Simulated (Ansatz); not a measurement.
**NbSeF3 (NbSeF₃): an energy map over bond length Nb1–F3 and bond length Nb1–F5**

Aim: map the energy of NbSeF3 (F3NbSe) over two coordinates, and find its wells, ridges and stiffness.

Program: Ansatz 0.2.0. Level of theory: RKS PBE-D4/def2-TZVP. These are calculated values, not measurements.

## Step 1: Where the work starts

5 atoms, charge 0, spin multiplicity 1.

Atoms are counted from 1 here; the program's logs count them from 0.

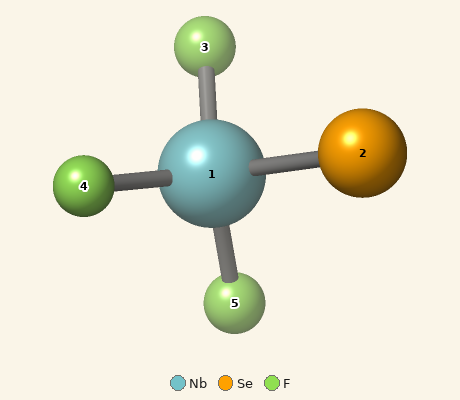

The starting geometry (niobium teal, selenium orange, fluorine green); atoms are numbered from 1 in the order of the file.

Coordinates:

```xyz
5
F3NbSe
Nb   -0.00040    0.00078   -0.11681
Se    0.00998   -0.01635    2.17199
F     1.77160    0.00958   -0.69329
F    -0.89418    1.53973   -0.66921
F    -0.88699   -1.53372   -0.69268
```

This geometry comes from a loose relaxation at PBE in a small basis, which is not shown.

## Step 2: Geometry optimisation

Contents of input.yaml:

```yaml
crystal:
  periodic: [false, false, false]
  atoms:
    - { symbol: Nb, position_ang: [-0.000403, 0.000778, -0.116806] }
    - { symbol: Se, position_ang: [0.009981, -0.016354, 2.171986] }
    - { symbol: F, position_ang: [1.771595, 0.009575, -0.693293] }
    - { symbol: F, position_ang: [-0.894178, 1.539728, -0.669212] }
    - { symbol: F, position_ang: [-0.886995, -1.533717, -0.692675] }
basis:
  gaussian: { orbitals: def2-TZVP }
hamiltonian:
  xc: pbe
  dispersion: d4
output:
  forces: true
relax:
  f_tol: 0.003
  max_steps: 120
```

Run with:

```sh
$ ansatz run input.yaml --threads 1 --pin off --max-ram 2560MiB --backend cpu --events-out ev --progress --plain --runs-dir out
```

The program printed (excerpt; [...] marks lines left out):

```text
Warning: RAYON_NUM_THREADS=1 ignored (pool sized by the plan → 1); use --threads N
[...]
Functional definition: PBE
[...]
1173 factors; their error is unknown
[...]
mean field -75045.39531369 eV, -2757.8674101822 hartree, gradient 2.1e-5 eV, S^2 0.000000; 0 other end points of the search recorded, 0 dependent functions left out
[...]
reference -75045.39537479 eV, -2757.8674124275 hartree; 37, 37 occupied and 144, 144 virtual orbitals, 1173 factors
relax step   1: F+E_penalty+E_count = -75045.52596322 eV  Δ(F+E_penalty+E_count) = +0.000e0 eV  max|allowed force component| = 1.004e-1 eV/Å  Δτ_max = 0.0000 Å  (30 SCF iters, accepted)
[...]
relax step   2: F+E_penalty+E_count = -75045.52612889 eV  Δ(F+E_penalty+E_count) = -1.657e-4 eV  max|allowed force component| = 2.486e-2 eV/Å  Δτ_max = 0.0031 Å  (33 SCF iters, accepted)
[...]
relax step   3: F+E_penalty+E_count = -75045.52615167 eV  Δ(F+E_penalty+E_count) = -2.278e-5 eV  max|allowed force component| = 1.725e-3 eV/Å  Δτ_max = 0.0010 Å  (26 SCF iters, accepted)
1173 factors; their error is unknown
mean field -75045.39557330 eV, -2757.8674197227 hartree, gradient 9.6e-6 eV, S^2 0.000000; 1 other end points of the search recorded, 0 dependent functions left out
[...]
reference -75045.39563441 eV, -2757.8674219684 hartree; 37, 37 occupied and 144, 144 virtual orbitals, 1173 factors
Total energy: -75045.52621278 eV, -2757.8722206349 hartree
Atom 0 at    -0.000496     0.000844    -0.114750 Å, force    -0.000280     0.000298     0.000644 eV/Å
Atom 1 at     0.010035    -0.016427     2.172333 Å, force     0.000090    -0.000100    -0.001725 eV/Å
Atom 2 at     1.772434     0.009514    -0.694063 Å, force    -0.000000    -0.000068     0.000405 eV/Å
Atom 3 at    -0.894636     1.540672    -0.670073 Å, force     0.000094    -0.000039     0.000290 eV/Å
Atom 4 at    -0.887337    -1.534593    -0.693447 Å, force     0.000096    -0.000091     0.000387 eV/Å
Dipole moment:    -0.000742     0.001249    -0.168638 e Å
```

Run time: 22 s. Hardware: 1 thread of Intel Xeon Platinum 8375C at 2.90GHz (Ice Lake), shared host; peak memory 0.24 GiB.

Step by step:

```tsv
step	energy from step 1 (eV)	largest force component (eV/Å)
1	0.0000	0.1004
2	-0.0002	0.0249
3	-0.0002	0.0017
```

Distances of close pairs at the start and the end, largest changes first:

```tsv
bond	before (Å)	after (Å)	change (Å)
Nb1–F5	1.863	1.865	+0.002
Nb1–F4	1.863	1.865	+0.002
Nb1–F3	1.863	1.865	+0.002
Nb1–Se2	2.289	2.287	-0.002
```

## Step 3: Plan of the scan

First coordinate, bond length Nb1–F3: 7 values from 1.567 to 2.425 Å. Second coordinate, bond length Nb1–F5: 7 values from 1.604 to 2.611 Å.

Nothing else is relaxed (all other coordinates rigid). Energies count from the relaxed molecule at the same level.

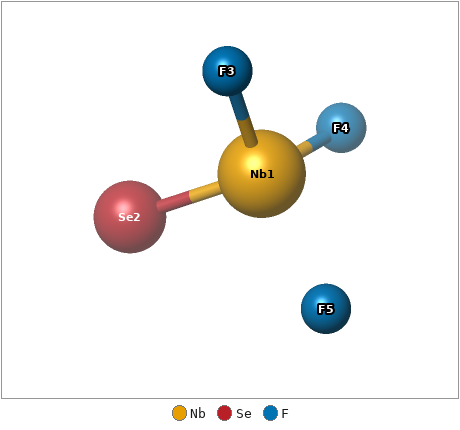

The geometry at bond length Nb1–F3 = 2.139 Å, bond length Nb1–F5 = 2.443 Å.

Of the runs on the grid, 3 are shown in the steps below; the others differ only in the two coordinates.

## Step 4: Point bond length Nb1–F3 = 2.139 Å, bond length Nb1–F5 = 2.443 Å

Contents of input.yaml:

```yaml
crystal:
  periodic: [false, false, false]
  atoms:
    - { symbol: Nb, position_ang: [-0.000496, 0.000844, -0.11475] }
    - { symbol: Se, position_ang: [0.010035, -0.016427, 2.172333] }
    - { symbol: F, position_ang: [2.032693, 0.010787, -0.779103] }
    - { symbol: F, position_ang: [-0.894636, 1.540672, -0.670073] }
    - { symbol: F, position_ang: [-1.162066, -2.010247, -0.872719] }
basis:
  gaussian: { orbitals: def2-TZVP }
hamiltonian:
  xc: pbe
  dispersion: d4
output:
  forces: true
```

Run with:

```sh
$ ansatz run input.yaml --threads 1 --pin off --max-ram 2560MiB --backend cpu --events-out ev --progress --plain --runs-dir out
```

The program printed (excerpt; [...] marks lines left out):

```text
Warning: RAYON_NUM_THREADS=1 ignored (pool sized by the plan → 1); use --threads N
[...]
[... 1 set-up line as earlier in the session ...]
[...]
1173 factors; their error is unknown
[...]
mean field -75042.78417003 eV, -2757.7714524225 hartree, gradient 1.6e-5 eV, S^2 0.000000; 0 other end points of the search recorded, 0 dependent functions left out
[...]
reference -75042.78423959 eV, -2757.7714549789 hartree; 37, 37 occupied and 144, 144 virtual orbitals, 1173 factors
Total energy: -75042.90278405 eV, -2757.7758114074 hartree
Atom 0 at    -0.000496     0.000844    -0.114750 Å, force     1.566096    -2.993415    -2.265914 eV/Å
Atom 1 at     0.010035    -0.016427     2.172333 Å, force    -0.021194     0.073999    -0.689912 eV/Å
Atom 2 at     2.032693     0.010787    -0.779103 Å, force    -3.799558     0.036877     1.310900 eV/Å
Atom 3 at    -0.894636     1.540672    -0.670073 Å, force     0.325825    -0.531881     0.319700 eV/Å
Atom 4 at    -1.162066    -2.010247    -0.872719 Å, force     1.928831     3.414419     1.325226 eV/Å
Dipole moment:    -0.002121     0.454385     0.376774 e Å
```

Run time: 8.1 s. Hardware: 1 thread of Intel Xeon Platinum 8375C at 2.90GHz (Ice Lake), shared host; peak memory 0.22 GiB.

Energy on the map's scale: 2.62 eV.

## Step 5: Point bond length Nb1–F3 = 1.853 Å, bond length Nb1–F5 = 1.940 Å

Contents of input.yaml:

```yaml
crystal:
  periodic: [false, false, false]
  atoms:
    - { symbol: Nb, position_ang: [-0.000496, 0.000844, -0.11475] }
    - { symbol: Se, position_ang: [0.010035, -0.016427, 2.172333] }
    - { symbol: F, position_ang: [1.76084, 0.009458, -0.690274] }
    - { symbol: F, position_ang: [-0.894636, 1.540672, -0.670073] }
    - { symbol: F, position_ang: [-0.922905, -1.596175, -0.716657] }
basis:
  gaussian: { orbitals: def2-TZVP }
hamiltonian:
  xc: pbe
  dispersion: d4
output:
  forces: true
```

Run with:

```sh
$ ansatz run input.yaml --threads 1 --pin off --max-ram 2560MiB --backend cpu --events-out ev --progress --plain --runs-dir out
```

The program printed (excerpt; [...] marks lines left out):

```text
Warning: RAYON_NUM_THREADS=1 ignored (pool sized by the plan → 1); use --threads N
[...]
[... 1 set-up line as earlier in the session ...]
[...]
1173 factors; their error is unknown
[...]
mean field -75045.32904422 eV, -2757.8649748241 hartree, gradient 3.2e-5 eV, S^2 0.000000; 0 other end points of the search recorded, 0 dependent functions left out
[...]
reference -75045.32910578 eV, -2757.8649770862 hartree; 37, 37 occupied and 144, 144 virtual orbitals, 1173 factors
Total energy: -75045.45874809 eV, -2757.8697413533 hartree
Atom 0 at    -0.000496     0.000844    -0.114750 Å, force    -1.100391    -1.356055    -0.410718 eV/Å
Atom 1 at     0.010035    -0.016427     2.172333 Å, force     0.014568     0.019175    -0.073191 eV/Å
Atom 2 at     1.760840     0.009458    -0.690274 Å, force     0.246132     0.020095    -0.061569 eV/Å
Atom 3 at    -0.894636     1.540672    -0.670073 Å, force     0.050662    -0.042352     0.034473 eV/Å
Atom 4 at    -0.922905    -1.596175    -0.716657 Å, force     0.789029     1.359137     0.511005 eV/Å
Dipole moment:     0.052034     0.069550    -0.119722 e Å
```

Wall time 6.9 s (1 thread of Intel Xeon Platinum 8375C at 2.90GHz (Ice Lake), shared host); peak memory 0.23 GiB.

Energy on the map's scale: 0.07 eV.

## Step 6: Point bond length Nb1–F3 = 1.710 Å, bond length Nb1–F5 = 1.604 Å

Contents of input.yaml:

```yaml
crystal:
  periodic: [false, false, false]
  atoms:
    - { symbol: Nb, position_ang: [-0.000496, 0.000844, -0.11475] }
    - { symbol: Se, position_ang: [0.010035, -0.016427, 2.172333] }
    - { symbol: F, position_ang: [1.624914, 0.008793, -0.64586] }
    - { symbol: F, position_ang: [-0.894636, 1.540672, -0.670073] }
    - { symbol: F, position_ang: [-0.763148, -1.319578, -0.612409] }
basis:
  gaussian: { orbitals: def2-TZVP }
hamiltonian:
  xc: pbe
  dispersion: d4
output:
  forces: true
```

Run with:

```sh
$ ansatz run input.yaml --threads 1 --pin off --max-ram 2560MiB --backend cpu --events-out ev --progress --plain --runs-dir out
```

The program printed (excerpt; [...] marks lines left out):

```text
Warning: RAYON_NUM_THREADS=1 ignored (pool sized by the plan → 1); use --threads N
[...]
[... 1 set-up line as earlier in the session ...]
[...]
1173 factors; their error is unknown
[...]
mean field -75043.40266353 eV, -2757.7941816395 hartree, gradient 2.5e-5 eV, S^2 0.000000; 0 other end points of the search recorded, 0 dependent functions left out
[...]
reference -75043.40272585 eV, -2757.7941839298 hartree; 37, 37 occupied and 144, 144 virtual orbitals, 1173 factors
Total energy: -75043.53947853 eV, -2757.7992094980 hartree
Atom 0 at    -0.000496     0.000844    -0.114750 Å, force     0.681111    11.781039     6.465754 eV/Å
Atom 1 at     0.010035    -0.016427     2.172333 Å, force     0.001331    -0.118499     0.641017 eV/Å
Atom 2 at     1.624914     0.008793    -0.645860 Å, force     6.506346    -0.087530    -2.229682 eV/Å
Atom 3 at    -0.894636     1.540672    -0.670073 Å, force    -0.320995     0.443999    -0.314918 eV/Å
Atom 4 at    -0.763148    -1.319578    -0.612409 Å, force    -6.867793   -12.019009    -4.562170 eV/Å
Dipole moment:     0.022184    -0.256329    -0.545558 e Å
```

It took 7.5 s on 1 thread of Intel Xeon Platinum 8375C at 2.90GHz (Ice Lake), shared host; peak memory 0.23 GiB.

Energy on the map's scale: 1.99 eV.

## Step 7: Energy over the grid

49 points were computed. Energies in eV, from the relaxed molecule at the same level:

```
bond length Nb1–F5 (Å) ↓, bond length Nb1–F3 (Å) →  1.567  1.710  1.853  1.996  2.139  2.282  2.425
                                             2.611   4.42   2.88   2.53   2.78   3.29   3.90   4.52
                                             2.443   3.79   2.23   1.88   2.12   2.62   3.23   3.84
                                             2.276   3.13   1.56   1.19   1.42   1.92   2.52   3.13
                                             2.108   2.52   0.92   0.53   0.75   1.23   1.82   2.43
                                             1.940   2.11   0.48   0.07   0.26   0.73   1.31   1.90
                                             1.772   2.26   0.59   0.14   0.31   0.76   1.32   1.90
                                             1.604   3.73   1.99   1.49   1.62   2.04   2.59   3.15
```

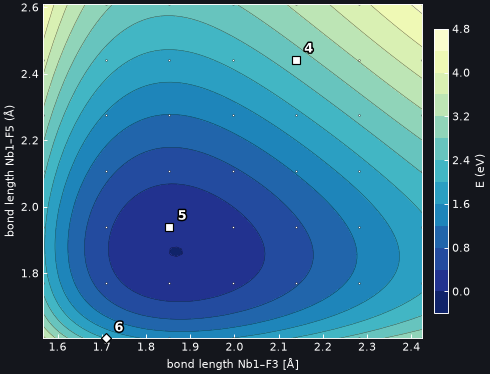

The map; numbers mark the steps of this session that print a point's run. Drawn: filled contours, dots at the grid points.

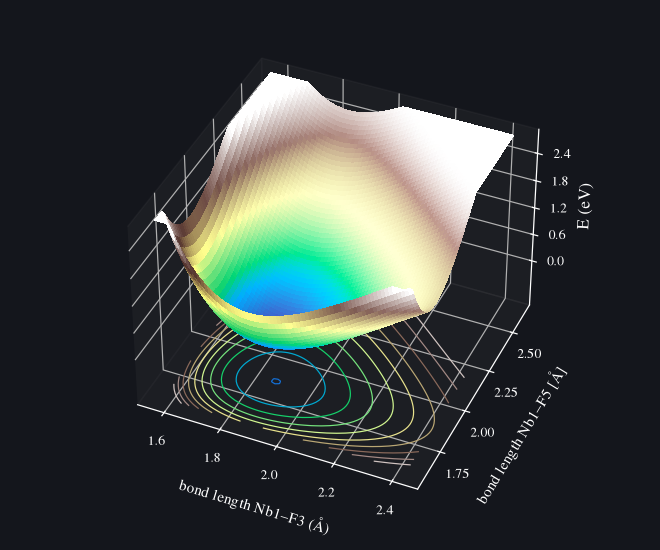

The same map in relief. Drawn: a relief with its contours projected below, any walls above the top of the colour scale cut off. Between grid points the surface is interpolated.

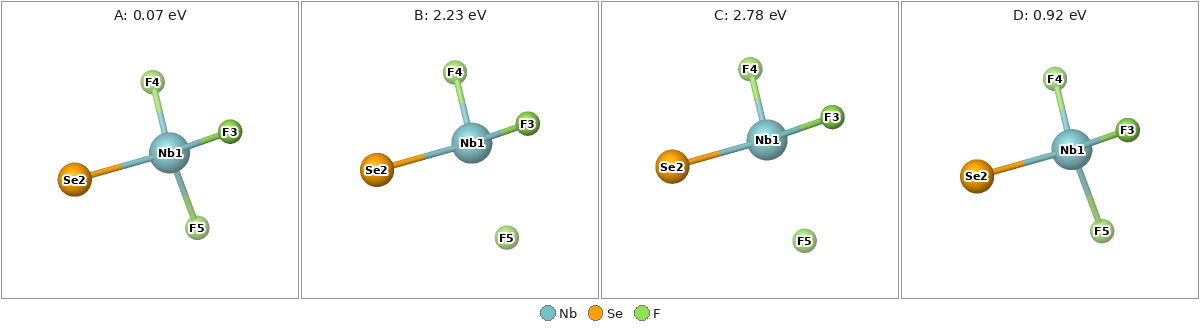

Structures on the grid, at one scale: A at bond length Nb1–F3 = 1.853 Å, bond length Nb1–F5 = 1.940 Å; B at bond length Nb1–F3 = 1.710 Å, bond length Nb1–F5 = 2.443 Å; C at bond length Nb1–F3 = 1.996 Å, bond length Nb1–F5 = 2.611 Å; D at bond length Nb1–F3 = 1.710 Å, bond length Nb1–F5 = 2.108 Å.

On the same grid, largest force on an atom (eV/Å):

| bond length Nb1–F5 (Å) ↓, bond length Nb1–F3 (Å) → | 1.567 | 1.710 | 1.853 | 1.996 | 2.139 | 2.282 | 2.425 |
| --- | --- | --- | --- | --- | --- | --- | --- |
| 2.611 | 19.2 | 8.1 | 3.7 | 3.8 | 4.1 | 4.4 | 4.2 |
| 2.443 | 19.4 | 8.4 | 4.0 | 4.1 | 4.1 | 4.3 | 4.2 |
| 2.276 | 19.6 | 8.5 | 4.1 | 4.2 | 4.2 | 4.3 | 4.3 |
| 2.108 | 19.4 | 8.2 | 3.6 | 3.7 | 4.0 | 4.2 | 4.2 |
| 1.940 | 18.5 | 7.0 | 1.8 | 2.6 | 3.8 | 4.2 | 4.1 |
| 1.772 | 18.2 | 6.5 | 3.2 | 4.7 | 5.7 | 5.9 | 5.8 |
| 1.604 | 18.9 | 14.6 | 14.2 | 15.2 | 15.8 | 15.9 | 15.8 |

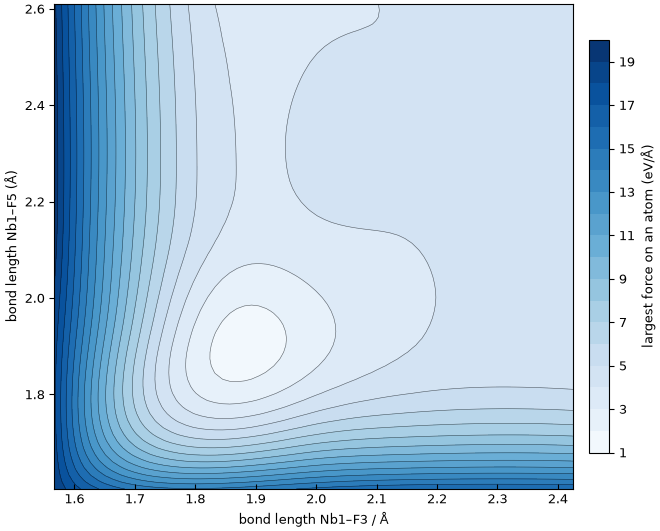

The largest force on an atom over the grid. The picture shows filled contours.

## Step 8: Results

```
                       quantity                                                                                                                                                             value
                   lowest point                                                                                               bond length Nb1–F3 = 1.853 Å, bond length Nb1–F5 = 1.940 Å, 0.07 eV
         highest computed point                                                                              bond length Nb1–F3 = 2.425 Å, bond length Nb1–F5 = 2.611 Å, 4.45 eV above the lowest
largest force on an atom (eV/Å)  1.8 at bond length Nb1–F3 = 1.853 Å, bond length Nb1–F5 = 1.940 Å to 19.6 at bond length Nb1–F3 = 1.567 Å, bond length Nb1–F5 = 2.276 Å; 1.8 at the lowest point
        time for the whole task                                                                                                                                  6.4 min on 1 thread, shared host
```

In words: The lowest computed point is at bond length Nb1–F3 = 1.853 Å, bond length Nb1–F5 = 1.940 Å, 0.07 eV from the relaxed molecule at the same level. The grid shows no other well, apart from its symmetry copies. The highest computed point, bond length Nb1–F3 = 2.425 Å, bond length Nb1–F5 = 2.611 Å, lies 4.45 eV above the lowest. Round the minimum the two coordinates are nearly uncoupled.
